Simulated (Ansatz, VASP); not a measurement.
# BN (Qingsongite) in two plane-wave programs, part 2 of 2

Wanted: the spread between two codes on one cell, functional and k mesh. The cell is taken from a series of VASP runs on this material, whose earlier steps may have relaxed, scaled or displaced it; both programs get it as it stands. Other levels of theory on this material are compared in a session of their own. Valence electrons are named where the data sets of a main pair hold unlike numbers.

VASP 6.6.1 and Ansatz 0.2.0.

So far. Step 3 (VASP: band structure, PBE): The run ends at a pressure of 2.50 GPa.

**5. VASP: band structure, r2SCAN**

Level of this step: r2SCAN; plane waves and PAW (N, B) (VASP).

The same path points are solved in both programs, so levels can be compared one by one.

The input, INCAR:

```
SYSTEM = BN
PREC = Accurate
ENCUT = 460
EDIFF = 1E-06
NELM = 100
ISMEAR = 0
SIGMA = 0.03
LREAL = .FALSE.
ALGO = Normal
METAGGA = R2SCAN
LASPH = .TRUE.
NBANDS = 16
LORBIT = 11
LWAVE = .FALSE.
LCHARG = .FALSE.
KPAR = 4
```

The input, POSCAR:

```
BN
1.0
    0.0000000000      1.8075000000      1.8075000000
    1.8075000000      0.0000000000      1.8075000000
    1.8075000000      1.8075000000      0.0000000000
N B
1 1
Direct
    0.7500000000      0.7500000000      0.7500000000
    0.0000000000      0.0000000000      0.0000000000
```

The input, KPOINTS:

```
Automatic mesh
0
Gamma
10 10 10
0 0 0
```

The input, KPOINTS_OPT:

```
Line mode
10
Line-mode
Reciprocal
  0.00000000   0.00000000   0.00000000 GAMMA
  0.50000000   0.00000000   0.50000000 X

  0.50000000   0.00000000   0.50000000 X
  0.50000000   0.25000000   0.75000000 W

  0.50000000   0.25000000   0.75000000 W
  0.37500000   0.37500000   0.75000000 K

  0.37500000   0.37500000   0.75000000 K
  0.00000000   0.00000000   0.00000000 GAMMA

  0.00000000   0.00000000   0.00000000 GAMMA
  0.50000000   0.50000000   0.50000000 L

  0.50000000   0.50000000   0.50000000 L
  0.62500000   0.25000000   0.62500000 U

  0.62500000   0.25000000   0.62500000 U
  0.50000000   0.25000000   0.75000000 W

  0.50000000   0.25000000   0.75000000 W
  0.50000000   0.50000000   0.50000000 L

  0.50000000   0.50000000   0.50000000 L
  0.37500000   0.37500000   0.75000000 K

  0.62500000   0.25000000   0.62500000 U
  0.50000000   0.00000000   0.50000000 X
```

The projector-augmented-wave data sets are N and B (PBE family, release 64).

Run with:

```console
> mpirun -np 4 vasp_std
```

Numbers of over 12 decimals in the logs are rounded to 6 here.

The log of the run:

```text
[banner, memory and clock lines left out]
running    4 mpi-ranks, on    1 nodes
[...]
|                                                                             |
|               ----> ADVICE to this user running VASP <----                  |
|                                                                             |
|     You enforced a specific xc type in the INCAR file but a different       |
|     [... a line on the potential file left out ...]
|     I HOPE YOU KNOW WHAT YOU ARE DOING!                                     |
|                                                                             |

 LDA part: xc-table for (None), standard interpolation
 POSCAR, INCAR and KPOINTS ok, starting setup
[...]
entering main loop
       N       E                     dE             d eps       ncg     rms          rms(c)
DAV:   1     0.677892639382E+01    0.67789E+01   -0.45934E+03  1552   0.472E+02
DAV:   2    -0.220258516398E+02   -0.28805E+02   -0.27929E+02  2048   0.127E+02
DAV:   3    -0.224095535117E+02   -0.38370E+00   -0.38361E+00  1568   0.123E+01
DAV:   4    -0.224097920045E+02   -0.23849E-03   -0.23849E-03  2120   0.360E-01
[...]
DAV:  10    -0.191699028373E+02    0.46213E-04   -0.56803E-04  1760   0.119E-01    0.311E-02
DAV:  11    -0.191699052032E+02   -0.23659E-05   -0.29531E-05  1960   0.323E-02    0.828E-03
DAV:  12    -0.191699058664E+02   -0.66318E-06   -0.12467E-06  1208   0.626E-03
   1 F= -.19169906E+02 E0= -.19169906E+02  d E =-.143339E-43
 Start KPOINTS_OPT (optional k-point list driver)
k-point batch [1-47\100]
       N       E                     dE             ncg
DAV:   1     0.109390208308E+04   -0.13383E+05     1520
DAV:   2    -0.237937511757E+03   -0.13318E+04     1952
DAV:   3    -0.254684679891E+03   -0.16747E+02     1784
DAV:   4    -0.254692681255E+03   -0.80014E-02     1936
DAV:   5    -0.254692684980E+03   -0.37245E-05     1752
DAV:   6    -0.254692684982E+03   -0.23079E-08     1552
[...]
k-point batch [95-100\100]
       N       E                     dE             ncg
DAV:   1     0.177017323362E+05   -0.22631E+04      200
DAV:   2     0.175445496949E+05   -0.15718E+03      264
DAV:   3     0.175427068436E+05   -0.18429E+01      232
DAV:   4     0.175427058695E+05   -0.97418E-03      248
DAV:   5     0.175427058689E+05   -0.57275E-06      240
```

OUTCAR, selected parts (step 5):

```text
  Total       -0.1402346     -0.1402346     -0.1402346      0.0000000     -0.0000000      0.0000000
  in kB      -19.0239573    -19.0239573    -19.0239573      0.0000000     -0.0000000      0.0000000
  external PRESSURE =     -19.0239573 kB  Pullay stress =       0.0000000 kB

 POSITION                                       TOTAL-FORCE (eV/Angst)
 -----------------------------------------------------------------------------------
      2.71125      2.71125      2.71125        -0.000000      0.000000     -0.000000
      0.00000      0.00000      0.00000         0.000000     -0.000000      0.000000
 -----------------------------------------------------------------------------------
    total drift:                               -0.000001     -0.000001     -0.000001

  FREE ENERGIE OF THE ION-ELECTRON SYSTEM (eV)
  ---------------------------------------------------
  free  energy   TOTEN  =       -19.1699058664 eV

  energy  without entropy=      -19.1699058664  energy(sigma->0) =      -19.16990587

[... 2 parts as in an earlier step ...]

[... 1 further part left out ...]
[key lines of the parts left out:]
E-fermi :   7.5350
```

The run ends at a pressure of -1.90 GPa.

**6. Ansatz: band structure, r2SCAN**

The same cell, functional, mesh and smearing now go to Ansatz, which takes its cutoff from its data sets.

The cell is taken from a series of VASP runs on this material, whose earlier steps may have relaxed, scaled or displaced it; both programs get it as it stands.

The input, input.yaml:

```yaml
crystal:
  lattice:
    - [0.0, 1.8075, 1.8075]
    - [1.8075, 0.0, 1.8075]
    - [1.8075, 1.8075, 0.0]
  atoms:
    - { symbol: "N", position: [0.75, 0.75, 0.75] }
    - { symbol: B, position: [0.0, 0.0, 0.0] }
hamiltonian:
  xc: r2scan
  pseudopotentials: { kind: paw }
kpoints:
  mp_grid: { grid: [10, 10, 10] }
  band_path:
    path:
      - [0.0, 0.0, 0.0]
      - [0.16667, 0.0, 0.16667]
      - [0.33333, 0.0, 0.33333]
      - [0.5, 0.0, 0.5]
      - [0.5, 0.08333, 0.58333]
      - [0.5, 0.19444, 0.69444]
      - [0.5, 0.25, 0.75]
      - [0.45833, 0.29167, 0.75]
      - [0.40278, 0.34722, 0.75]
      - [0.375, 0.375, 0.75]
      - [0.20833, 0.20833, 0.41667]
      - [0.08333, 0.08333, 0.16667]
      - [0.0, 0.0, 0.0]
      - [0.22222, 0.22222, 0.22222]
      - [0.38889, 0.38889, 0.38889]
      - [0.51389, 0.47222, 0.51389]
      - [0.55556, 0.38889, 0.55556]
      - [0.61111, 0.27778, 0.61111]
      - [0.61111, 0.25, 0.63889]
      - [0.56944, 0.25, 0.68056]
      - [0.51389, 0.25, 0.73611]
      - [0.5, 0.27778, 0.72222]
      - [0.5, 0.38889, 0.61111]
      - [0.5, 0.47222, 0.52778]
      - [0.48611, 0.48611, 0.52778]
      - [0.43056, 0.43056, 0.63889]
      - [0.38889, 0.38889, 0.72222]
      - [0.59722, 0.19444, 0.59722]
      - [0.55556, 0.11111, 0.55556]
      - [0.5, 0.0, 0.5]
    npoints: 1
scf:
  occupations: { method: gaussian, width: 0.03 }
  n_extra_bands: 7
output:
  forces: true
  stress: true
  eigenvalues: true
```

Run with:

```console
> ansatz run input.yaml --threads 2 --pin off --max-ram 4608MiB --backend cpu --events-out ev --progress --plain --runs-dir out
```

The log of the run:

```text
[...]
Crystal: 2 atoms, lattice volume = 11.810 Å³
Basis set: ecut = 500 eV, 307 PW (Γ), exchange–correlation on 80×80×80 points (64 copies of the dense FFT grid, shifted against one another)
Bands: 11, of which v1, the nominal top of the filled ones, is band 4 counted from 1 (3 counted from 0)
Symmetry: 24 space group operations
[...]
k-points: 47 of 1000 (time reversal used)
[...]
--- Band table (eV; the first three rows and the last of 47) ---
  k-point 0: bands = [-10.2793, 11.0089, 11.0089, 11.0089, 20.5739, 20.5739, 20.5739, 22.0279, ... 3 higher]
  k-point 1: bands = [-10.0279, 9.6843, 10.7479, 10.7479, 20.8420, 20.9756, 20.9756, 22.8810, ... 3 higher]
  k-point 2: bands = [-9.2890, 6.8500, 10.1580, 10.1580, 21.1825, 21.8077, 21.8077, 24.6927, ... 3 higher]
  k-point 46: bands = [-4.3083, 2.7364, 4.1783, 4.4699, 20.4764, 24.8544, 26.1491, 28.1068, ... 3 higher]
[key lines of the parts left out:]
SCF converged after 6 iterations
Free energy (F): -544.006330 eV
Fermi energy:    13.507516 eV
P = ⅓ Tr σ = -1.7002 GPa (-17.002 kbar)
```

Run time: 1 s. Hardware: 2 threads of AMD EPYC 7B13 (Zen 3), shared host; peak memory 0.35 GiB; 1.8 s of CPU time.

**7. Side by side**

What differs besides the data sets and the points named for the pairs above, as far as they apply: VASP keeps PBE cores, Ansatz makes them for the functional; the cutoff is 500 eV in Ansatz and 460 eV in VASP. Total energies have different zeros and are not compared.

Both answers:

```tsv
quantity	Ansatz	VASP	difference
pressure (GPa)	-1.70	-1.90	+0.20
pressure without Ansatz's Pulay correction (GPa)	-1.77	-1.90	+0.13
gap over the path points (eV)	4.997	4.971	+0.026
```

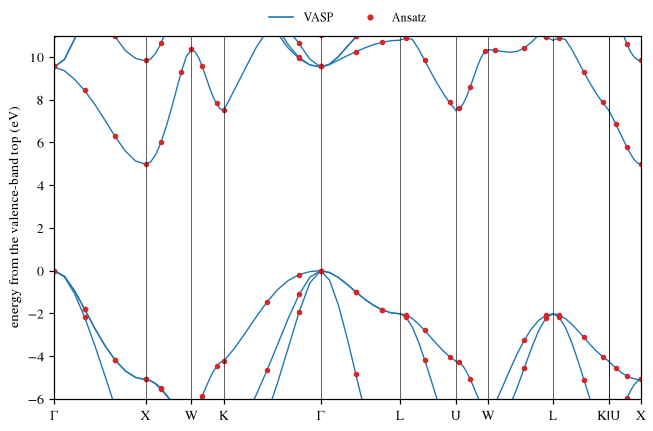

Bands from VASP (lines) and levels from Ansatz (dots). Dots without a line are higher empty bands that the VASP plot leaves out.

Levels at points of the path, from each program's valence-band top (eV; 3 filled, then empty):

```tsv
k (reciprocal lattice)	Ansatz	VASP
0.000 0.000 0.000	0.00 0.00 0.00 9.56 9.56 9.56	0.00 0.00 0.00 9.52 9.52 9.52
0.167 0.000 0.167	-2.19 -1.81 -1.81 8.45 12.19 12.19	-2.19 -1.81 -1.81 8.42 12.15 12.15
0.333 0.000 0.333	-6.39 -4.18 -4.18 6.29 10.96 16.71	-6.39 -4.19 -4.19 6.26 10.94 16.69
0.500 0.000 0.500	-9.32 -5.09 -5.09 5.00 9.83 19.29	-9.32 -5.10 -5.10 4.97 9.81 19.27
0.500 0.083 0.583	-9.12 -5.54 -5.49 6.02 10.65 18.44	-9.13 -5.55 -5.50 5.99 10.63 18.42
0.500 0.194 0.694	-8.32 -6.77 -6.51 9.30 13.66 15.30	-8.33 -6.78 -6.53 9.29 13.65 15.29
0.500 0.250 0.750	-7.97 -7.20 -6.67 10.35 14.26 15.48	-7.97 -7.22 -6.69 10.33 14.25 15.45
0.458 0.292 0.750	-8.19 -7.48 -5.86 9.57 14.12 15.17	-8.20 -7.50 -5.88 9.56 14.10 15.15
0.403 0.347 0.750	-8.47 -7.84 -4.46 7.82 13.74 16.56	-8.48 -7.86 -4.47 7.80 13.73 16.54
0.375 0.375 0.750	-8.51 -7.89 -4.23 7.52 13.69 16.99	-8.51 -7.91 -4.24 7.50 13.68 16.97
```

Among the levels compared at these points, filled levels agree within 19 meV and empty ones within 42 meV. Ansatz's pressure holds a Pulay correction of 0.07 GPa; VASP's holds none.

**8. Summary of results**

```
largest difference of a filled level at the path points (band structure, PBE)    : 8.3 meV
difference in pressure (band structure, PBE)                                     : 0.53 GPa
largest difference of a filled level at the path points (band structure, r2SCAN) : 19 meV
```

What this shows: The difference in pressure is 0.53 GPa (band structure, PBE), within the 1 GPa picked in this series as the mark of a large difference. 8 further runs of this series are not shown here. Such differences can come from data sets, numerical settings and the points named under the comparisons, not from the functional's error against experiment.

[Lines on the potential files, build, host, timing and source positions are cut from VASP's logs without a mark.]

[Logs are printed without paths, hosts, clocks, repeated set-up lines and the standing remarks that a program may print on its own settings, such as how far it seeks lower states.]

[Hosts, paths, dates, database ids (printed as entryN), source tags and the programs' standing remarks are cut or masked in the printed files.]
